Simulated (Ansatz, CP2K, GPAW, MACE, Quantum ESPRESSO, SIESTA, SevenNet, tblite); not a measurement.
## Running H-capped AlP nanocrystal (rod) (34 atoms) with GPAW

How do the settings of GPAW change the result for H-capped AlP nanocrystal (rod) (34 atoms)? A plane-wave run serves as the yardstick.

Program: GPAW 26.7.0. Level of theory: the method is named at each step. Results are calculated unless marked as measured.

## 1. Set-up

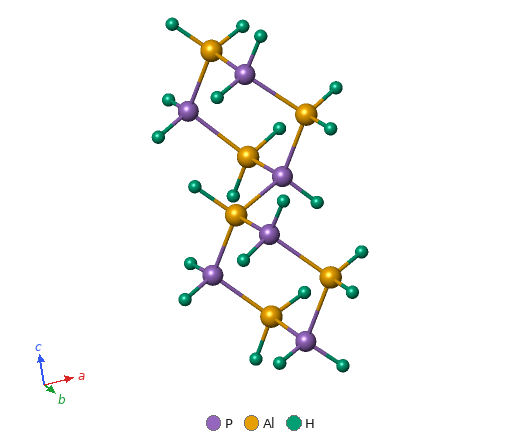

The starting structure, seen from a free direction (phosphorus purple, aluminium orange, hydrogen teal).

The cell holds 34 atoms: 6 P, 6 Al and 22 H. Cell: a = 15.829 Å, b = 15.829 Å, c = 21.292 Å, α = 90.0°, β = 90.0°, γ = 90.0°. It derives from AlP (zinc-blende). Rod of size parameter 3.1 Å cut from zinc-blende AlP (a = 5.463 Å), atoms with fewer than two neighbours dropped, broken bonds capped with H, 10 Å of vacuum. Then every atom was moved at random, 0.03 Å r.m.s. a Cartesian component (hydrogen 0.6 of that). Regions: crystal, 12 atoms (6 P and 6 Al); hydrogen, 22 atoms (22 H). Vacuum lies along a, b and c.

The yardstick, on the same geometry:

```
method                                           : Kohn-Sham DFT, PBE, PAW, plane waves (Ansatz 0.2.0); cutoff 420 eV, Γ point, fermi-dirac smearing of 0.05 eV; PAW set soft_2
r.m.s. force component                           : 0.849 eV/Å
longest force                                    : 3.836 eV/Å
gap (highest filled to lowest empty level) : 3.074 eV
SCF cycles                                       : 8
time                                             : 6.5 s on 8 threads of Arm Neoverse V2, shared host
CPU time                                         : 43 s
```

## 2. PBE, LCAO dzp, h 0.2 Å

Method: Kohn-Sham DFT, PBE, PAW, atomic orbitals (dzp).

run.py

```python
import numpy as np
from ase.io import read
from gpaw import GPAW, FermiDirac

atoms = read("structure.xyz")
atoms.calc = GPAW(
    mode="lcao",
    basis="dzp",
    h=0.2,
    xc="PBE",
    kpts={"size": (1, 1, 1), "gamma": True},
    occupations=FermiDirac(0.05),
    maxiter=200,
    symmetry={"point_group": False},
    txt="gpaw.txt",
)
energy = atoms.get_potential_energy(force_consistent=True)
forces = atoms.get_forces()
print(f"energy {energy:.6f} eV")
print("forces (eV/A)")
for i, (a, f) in enumerate(zip(atoms, forces)):
    print(f"{i:4d} {a.symbol:2s} {f[0]:10.5f} {f[1]:10.5f} {f[2]:10.5f}")
print(f"Fermi level {atoms.calc.get_fermi_level():.4f} eV")
for k in range(len(atoms.calc.get_ibz_k_points())):
    for s in range(atoms.calc.get_number_of_spins()):
        e = atoms.calc.get_eigenvalues(kpt=k, spin=s)
        n = np.searchsorted(e, atoms.calc.get_fermi_level())
        print(f"k {k} spin {s} levels about the Fermi level:", np.round(e[max(n - 6, 0):n], 4).tolist(), "|", np.round(e[n:n + 6], 4).tolist())
```

structure.xyz

```xyz
34
Lattice="15.82930 0.00000 0.00000 0.00000 15.82930 0.00000 0.00000 0.00000 21.29230" Properties=species:S:1:pos:R:3 pbc="T T T"
P 5.82297 8.55574 8.60550
P 5.83721 8.54909 14.06655
P 8.51015 5.83705 8.65426
P 8.50524 5.83658 13.98798
P 8.49099 8.53231 5.78938
Al 7.17051 9.89300 7.26557
Al 9.93922 7.16656 7.24109
Al 7.19315 7.22703 9.95436
P 8.54576 8.53168 11.26895
Al 7.20835 9.86672 12.57097
Al 9.93890 7.21784 12.68063
Al 7.22497 7.14424 15.40349
H 4.96660 9.36446 9.39842
H 5.02232 7.71409 7.76019
H 4.94666 7.75018 13.19952
H 5.06886 9.32726 14.81965
H 7.75952 5.01377 7.75615
H 9.34103 4.95790 9.35605
H 9.40672 5.00649 14.84669
H 7.71346 4.99035 13.18419
H 7.73309 7.77852 5.04223
H 9.35654 9.36636 4.99517
H 8.11679 10.84766 8.09831
H 6.23579 10.82708 6.30359
H 10.82487 8.11473 8.13430
H 10.78482 6.27774 6.32701
H 6.24260 6.27695 10.87632
H 9.32124 9.39295 10.45324
H 8.11236 10.85510 13.56618
H 6.29800 10.85653 11.73121
H 10.88613 6.27078 11.74909
H 10.81743 8.05854 13.59045
H 6.30354 6.29056 16.28073
H 8.11426 8.09210 16.26157
```

Launch:

```
OMP_NUM_THREADS=1 python run.py > output.txt
```

Output:

```text
energy -124.334381 eV
forces (eV/A)
   0 P     0.23541   -0.49303   -0.41109
   1 P     1.76740   -2.17349   -2.71236
   2 P     0.00131    0.59414   -1.34748
   3 P     1.11479   -0.05956    0.33493
   4 P     2.19172    1.62974    3.25077
   5 Al   -0.19707    1.84298   -1.28425
   6 Al    0.26327    0.37956   -0.17143
   7 Al   -0.95582   -0.81297    1.26525
   8 P     0.22550   -0.53367    0.03120
   9 Al   -0.17975    2.02994    1.14962
  10 Al    0.85525   -0.93454   -1.10515
  11 Al   -0.53303    0.35335    0.82903
  12 H    -0.30358   -0.01176    0.05295
  13 H    -0.29070    0.18461    0.23308
  14 H     0.15515    0.53661    0.73504
  15 H    -1.77449    1.51475    1.41817
  16 H    -0.01104   -0.26893    0.17150
  17 H     0.27347   -0.52179    0.41519
  18 H    -0.85736    0.35335   -0.81303
  19 H    -0.08184   -0.62112   -0.08633
  20 H    -1.82413   -1.83249   -2.49780
  21 H    -0.36674   -0.25772   -0.16176
  22 H     0.33971   -0.21244    0.39022
  23 H    -0.06003   -0.33020    0.10136
  24 H    -0.09902    0.38758    0.34237
  25 H     0.39512   -0.79977   -0.66344
  26 H     0.11043    0.16825    0.02447
  27 H     0.24337    0.22905   -0.16411
  28 H    -0.14308   -0.62439   -0.22841
  29 H    -0.42887   -0.09291   -0.46146
  30 H    -0.32043   -0.06578   -0.07425
  31 H     0.39403    0.78795    0.89497
  32 H    -0.70828   -0.77395    0.46156
  33 H     0.56451    0.45852    0.07561
Fermi level -4.2080 eV
k 0 spin 0 levels about the Fermi level: [-6.2941, -6.145, -5.8788, -5.7413, -5.5989, -5.4161] | [-2.1114, -1.4105, -1.2171, -1.0751, -0.7655, -0.6431]
```

gpaw.txt:

```text
Input parameters:
  mode=LCAO(),
  basis={'default': 'dzp'},
  h=0.2,
  kpts=MonkhorstPack(size=(1, 1, 1), gamma=True),
  maxiter=200,
  occupations=Occupations(name='fermi-dirac', width=0.05, fixmagmom=False),
  symmetry=Symmetry(point_group=False),
  xc=XC(name='PBE')
Unit cell  # Å
| periodic |         x |         y |         z |   lengths |    angles |
|----------|-----------|-----------|-----------|-----------|-----------|
|      yes | 15.829300 |  0.000000 |  0.000000 | 15.829300 | 90.000000 |
|      yes |  0.000000 | 15.829300 |  0.000000 | 15.829300 | 90.000000 |
|      yes |  0.000000 |  0.000000 | 21.292300 | 21.292300 | 90.000000 |
Number of symmetries: 1
Symmetry operations  # r_c * U_cc + t_c -> r_c
|   | kind |            matrix            |
|---|------|------------------------------|
| 0 |  E   |  1, 0, 0,  0, 1, 0,  0, 0, 1 |
BZ-sampling:
  Number of BZ points: 1
  Number of IBZ points: 1
  Monkhorst-Pack size: [1, 1, 1]
  Monkhorst-Pack shift: [0, 0, 0]
[... lines left out ...]
      Number of RI-basis functions 0
Reference energy: -95712.805111  # eV
eigensolver:
density mixing:
  MSR1-Mixer
occupation numbers:
  Fermi-Dirac:
    width: 0.0500  # eV
FastPoissonSolver using
    Stencil: 6*3+1=19 point O(h^6) finite-difference Laplacian
xc functional:
  name: PBE with 2 nearest neighbor stencil
interpolation: tri-quintic # 5. degree polynomial
Initialization done in: 9.542 s
convergence criteria:
- Maximum [total energy] change in last 3 cyles: 0.0005 eV / valence electron
- Maximum integral of absolute [dens]ity change: 0.0001 electrons / valence electron
- Maximum integral of absolute [eigenst]ate change: 4e-08 eV^2 / valence electron
maximum number of iterations: 200
SCF iterations
|iter     |      energy | eigst |  dens |
|---------|-------------|-------|-------|
|iter:   1| -131.078246 |      c|       |
|iter:   2| -130.062756 |      c| -0.63 |
|iter:   3| -124.399099 |      c| -0.66 |
|iter:   4| -124.335897 |      c| -1.32 |
|iter:   5| -124.335240 |      c| -1.84 |
|iter:   6| -124.334383c|      c| -2.36 |
|iter:   7| -124.334384c|      c| -2.88 |
|iter:   8| -124.334381c|      c| -3.54 |
|iter:   9| -124.334381c|      c| -4.23c|
Converged in 9 steps
SCF loop duration: 20.792 s (2.310 s/step)
Energy contributions relative to reference atoms: (reference = -95712.805111)
Energy contributions:
  Kinetic:         157.546839
  Coulomb:        -158.514936
  Zero:             -0.339529
  External:          0.000000
  Xc:             -123.026755
  Entropy:          -0.000000
  Spinorbit:         0.000000
  ----------------------------
  Free energy:    -124.334381
  Extrapolated:   -124.334381
dipole moment: (-0.997500, -1.221151, -1.336623)  # |e|*Ang
Fermi level: -4.208
Eigenvalues  # (at kpt = [0.000, 0.000, 0.000])
| band index |      eig [eV] | occ [0-2] |
|------------|---------------|-----------|
|          0 |       -16.942 |     2.000 |
|        ... |               |           |
|         27 |        -6.577 |     2.000 |
|         28 |        -6.319 |     2.000 |
[...]
|         42 |        -0.248 |     0.000 |
|        ... |               |           |
|         45 |         0.045 |     0.000 |
Gap: 3.305 eV
Transition (v -> c):
  (s=0, k=0, n=34, [0.00, 0.00, 0.00]) -> (s=0, k=0, n=35, [0.00, 0.00, 0.00])
No difference between direct/indirect transitions
Force computation time: 1.903  # s
timing:  # [seconds]
  Total:  32.257  # ━━━━━━━━━━━━━━━━━━━━━━━━━━━━━━━━━━━━━━━━━━━━━━━━━━━━━━━━━
  Init:    9.541  # ━━━━━━━━━━━━━━━━━
  SCF:    20.792  # ━━━━━━━━━━━━━━━━━━━━━━━━━━━━━━━━━━━━╸
  Forces:  1.903  # ━━━╸
```

Elapsed: 33 s, on 1 thread of Arm Neoverse V2, shared host; peak memory 1.8 GiB.

Banners, paths, timers and routine set-up lines are dropped from the logs unmarked, and long logs keep their key lines alone; longer cuts are marked.

Compared with the plane-wave run:

| Property | Result |
| --- | --- |
| r.m.s. force component | 0.9196 eV/Å |
| r.m.s. difference of force components | 145 meV/Å |
| longest difference of force vectors | 511.6 meV/Å |
| force difference over r.m.s. force | 17.08 % |
| slope of forces against the reference's | 1.072 |
| correlation of force components | 0.9897 |
| gap (highest filled to lowest empty level) | 3.305 eV |
| gap difference | 0.2306 eV |

Length of the force difference by element (eV/Å):

| element | atoms | mean | most |
| --- | --- | --- | --- |
| Al | 6 | 0.048 | 0.065 |
| H | 22 | 0.20 | 0.51 |
| P | 6 | 0.34 | 0.44 |

Levels nearest the highest filled one (eV from it): -0.88, -0.73, -0.46, -0.33, -0.18, 0.00, 3.30, 4.01, 4.20, 4.34, 4.65, 4.77.

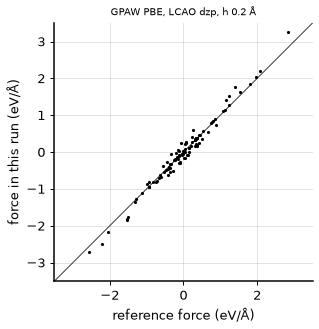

Force components against those of the reference; the line marks equality.

The surroundings of H16, picked at random, nearest first, numbered as they follow in the input and with coordinates relative to it.

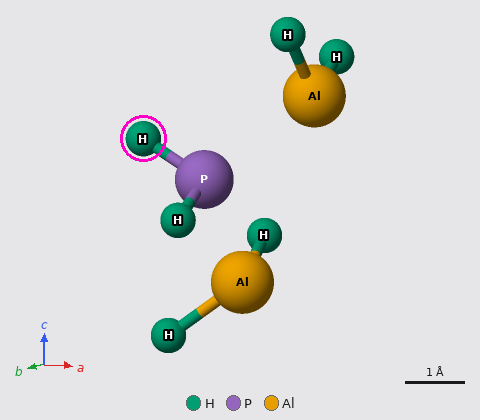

The atoms of the table, within 3.7 Å (arrows a, b, c point along x, y, z); some may hide others; the central atom is ringed.

| atom | x | y | z | distance (Å) | bonds | Fx | Fy | Fz (eV/Å) |
| --- | --- | --- | --- | --- | --- | --- | --- | --- |
| H16 | 0.00 | 0.00 | 0.00 | 0.00 | 1 | -1.77 | 1.51 | 1.42 |
| P2 | 0.77 | -0.78 | -0.75 | 1.33 | 4 | 1.77 | -2.17 | -2.71 |
| H15 | -0.12 | -1.58 | -1.62 | 2.26 | 1 | 0.16 | 0.54 | 0.74 |
| Al12 | 2.16 | -2.18 | 0.58 | 3.12 | 4 | -0.53 | 0.35 | 0.83 |
| Al10 | 2.14 | 0.54 | -2.25 | 3.15 | 4 | -0.18 | 2.03 | 1.15 |
| H34 | 3.05 | -1.24 | 1.44 | 3.59 | 1 | 0.56 | 0.46 | 0.08 |
| H33 | 1.23 | -3.04 | 1.46 | 3.59 | 1 | -0.71 | -0.77 | 0.46 |
| H29 | 3.04 | 1.53 | -1.25 | 3.63 | 1 | -0.14 | -0.62 | -0.23 |
| H30 | 1.23 | 1.53 | -3.09 | 3.66 | 1 | -0.43 | -0.09 | -0.46 |

Atoms are counted from 1 here, from 0 in the log.

Forces lie 17 % from the reference's, at 0.77 times its CPU time (on 1 against 8 cores).

## 3. PBE, LCAO sz(dzp), h 0.2 Å

Method: Kohn-Sham DFT, PBE, PAW, atomic orbitals (sz(dzp)).

Edit run.py of step 2 so:

```diff
@@ -7,3 +7,3 @@
     mode="lcao",
-    basis="dzp",
+    basis="sz(dzp)",
     h=0.2,
```

structure.xyz is that of step 2.

Output:

```text
energy -103.076797 eV
forces (eV/A)
   0 P     2.60460   -0.65645   -0.46281
   1 P     4.49435   -2.96493   -3.39573
   2 P    -0.36915    3.26935   -1.28760
   3 P     1.34244    2.07385    0.49117
   4 P     2.74779    2.12933    6.13119
   5 Al   -0.30797    1.49923   -1.41344
   6 Al   -0.26513    0.37233   -0.19411
   7 Al   -0.81188   -0.67915    1.22251
   8 P    -0.78838   -1.85661    1.17488
   9 Al   -0.12711    1.70521    1.18638
  10 Al    0.37480   -1.02413   -1.47643
  11 Al   -0.59564    0.33362    0.40752
  12 H    -1.84873    1.54403    1.57997
  13 H    -1.64277   -1.29966   -1.22427
  14 H    -1.15120   -0.68869   -0.57990
  15 H    -3.63674    3.48541    3.32811
  16 H    -1.34038   -1.69904   -1.40519
  17 H     1.98795   -2.24734    1.85738
  18 H     0.43170   -0.76608    0.41332
  19 H    -1.61637   -2.17926   -1.64683
  20 H    -3.90822   -3.90303   -4.45899
  21 H     1.16677    1.21085   -1.47670
  22 H     1.00479    0.35423    0.98703
  23 H    -0.57853    0.17305   -0.46038
  24 H     0.41853    1.06284    0.99014
  25 H     0.98211   -1.46425   -1.36110
  26 H    -0.37418   -0.31422    0.55534
  27 H     1.52902    1.64867   -1.51432
  28 H     0.30859   -0.14838    0.28978
  29 H    -0.99993    0.41985   -0.99302
  30 H     0.12191   -0.57925   -0.58464
  31 H     1.04019    1.45075    1.62718
  32 H    -1.38255   -1.38147    1.05194
  33 H     1.18823    1.13143    0.64074
Fermi level -4.0630 eV
k 0 spin 0 levels about the Fermi level: [-7.898, -7.6863, -7.4467, -7.2643, -7.0811, -6.8222] | [-2.8629, -2.0779, -1.9675, -1.7686, -1.4414, -1.3801]
```

gpaw.txt:

```text
Input parameters:
  mode=LCAO(),
  basis={'default': 'sz(dzp)'},
  h=0.2,
  kpts=MonkhorstPack(size=(1, 1, 1), gamma=True),
  maxiter=200,
  occupations=Occupations(name='fermi-dirac', width=0.05, fixmagmom=False),
  symmetry=Symmetry(point_group=False),
  xc=XC(name='PBE')
Unit cell  # Å
| periodic |         x |         y |         z |   lengths |    angles |
[... lines left out ...]
  Fermi-Dirac:
[... lines left out ...]
convergence criteria:
- Maximum [total energy] change in last 3 cyles: 0.0005 eV / valence electron
[... lines left out ...]
Converged in 8 steps
[... lines left out ...]
  Free energy:    -103.076797
  Extrapolated:   -103.076797
dipole moment: (-1.061280, -1.307789, -1.483179)  # |e|*Ang
Fermi level: -4.063
Eigenvalues  # (at kpt = [0.000, 0.000, 0.000])
| band index |      eig [eV] | occ [0-2] |
|------------|---------------|-----------|
|          0 |       -19.228 |     2.000 |
|        ... |               |           |
|         27 |        -8.301 |     2.000 |
|         28 |        -7.913 |     2.000 |
[...]
|         42 |        -1.062 |     0.000 |
|        ... |               |           |
|         45 |        -0.402 |     0.000 |
Gap: 3.959 eV
Transition (v -> c):
  (s=0, k=0, n=34, [0.00, 0.00, 0.00]) -> (s=0, k=0, n=35, [0.00, 0.00, 0.00])
No difference between direct/indirect transitions
Force computation time: 0.543  # s
timing:  # [seconds]
  Total:  23.434  # ━━━━━━━━━━━━━━━━━━━━━━━━━━━━━━━━━━━━━━━━━━━━━━━━━━━━━━━━━
  Init:    9.630  # ━━━━━━━━━━━━━━━━━━━━━━━╸
  SCF:    13.199  # ━━━━━━━━━━━━━━━━━━━━━━━━━━━━━━━━
  Forces:  0.543  # ━╸
```

Wall time 25 s (1 thread); peak memory 1.7 GiB.

Compared with the plane-wave run:

- r.m.s. force component: 1.745 eV/Å
- r.m.s. difference of force components: 1273 meV/Å
- longest difference of force vectors: 4043 meV/Å
- force difference over r.m.s. force: 149.9 %
- slope of forces against the reference's: 1.488
- correlation of force components: 0.724
- gap (highest filled to lowest empty level): 3.959 eV
- gap difference: 0.8852 eV

This is a coarse setting, run to see what it loses.

Against the first run (17 %), the force difference from the reference is 150 %, at 0.73 times the CPU time, with 70 basis functions against 266: the smaller basis costs accuracy.

## 4. PBE, LCAO szp(dzp), h 0.2 Å

Method: Kohn-Sham DFT, PBE, PAW, atomic orbitals (szp(dzp)).

Edit run.py of step 3 so:

```diff
@@ -7,3 +7,3 @@
     mode="lcao",
-    basis="sz(dzp)",
+    basis="szp(dzp)",
     h=0.2,
```

structure.xyz is that of step 3.

Output:

```text
energy -114.319655 eV
forces (eV/A)
   0 P     1.45008   -0.58926   -0.45220
   1 P     3.04891   -2.48580   -2.96053
   2 P    -0.20656    1.92512   -1.29096
   3 P     1.10639    1.05986    0.31532
   4 P     2.26836    1.69783    4.53748
   5 Al   -0.21281    2.13350   -1.30080
[...]
31 H     0.36875    0.82364    0.95063
  32 H    -0.73246   -0.78695    0.43816
  33 H     0.62680    0.52563    0.05893
Fermi level -4.4192 eV
k 0 spin 0 levels about the Fermi level: [-7.3607, -7.1862, -6.9289, -6.801, -6.6182, -6.397] | [-3.1505, -2.3424, -2.2956, -2.1267, -1.7842, -1.579]
```

gpaw.txt:

```text
Input parameters:
  mode=LCAO(),
  basis={'default': 'szp(dzp)'},
  h=0.2,
  kpts=MonkhorstPack(size=(1, 1, 1), gamma=True),
  maxiter=200,
  occupations=Occupations(name='fermi-dirac', width=0.05, fixmagmom=False),
[... lines left out ...]
  Fermi-Dirac:
[... lines left out ...]
convergence criteria:
- Maximum [total energy] change in last 3 cyles: 0.0005 eV / valence electron
[... lines left out ...]
Converged in 9 steps
[... lines left out ...]
  Free energy:    -114.319655
[... lines left out ...]
Fermi level: -4.419
[... lines left out ...]
|        ... |               |           |
|         45 |        -0.883 |     0.000 |
Gap: 3.247 eV
Transition (v -> c):
  (s=0, k=0, n=34, [0.00, 0.00, 0.00]) -> (s=0, k=0, n=35, [0.00, 0.00, 0.00])
No difference between direct/indirect transitions
Force computation time: 1.549  # s
timing:  # [seconds]
  Total:  30.313  # ━━━━━━━━━━━━━━━━━━━━━━━━━━━━━━━━━━━━━━━━━━━━━━━━━━━━━━━━━
  Init:   10.019  # ━━━━━━━━━━━━━━━━━━━
  SCF:    18.723  # ━━━━━━━━━━━━━━━━━━━━━━━━━━━━━━━━━━━
  Forces:  1.549  # ━━━
```

Run time: 31 s. Hardware: 1 thread; peak memory 1.8 GiB.

Against the reference:

```yaml
r_m_s_force_component: 1.23 eV/Å
r_m_s_difference_of_force_components: 660.3 meV/Å
longest_difference_of_force_vectors: 1960 meV/Å
force_difference_over_r_m_s_force: 77.77 %
slope_of_forces_against_the_reference_s: 1.246
correlation_of_force_components: 0.8606
spacing_of_highest_filled_and_lowest_empty_level: 3.247 eV
gap_difference: 0.1724 eV
```

This is a coarse setting, run to see what it loses.

Against the first run (17 %), the force difference from the reference is 78 %, at 0.93 times the CPU time, with 196 basis functions against 266: the smaller basis costs accuracy.

(Part 1 of 2 ends here.)

[Also dropped from logs without a mark: logging warnings of Python, and SIESTA's first energy breakdown and zero terms.]

[Logs are printed without paths, hosts, clocks, repeated set-up lines and the standing remarks that a program may print on its own settings, such as how far it seeks lower states.]

[Hosts, paths, dates, database ids (printed as entryN), source tags and the programs' standing remarks are cut or masked in the printed files.]
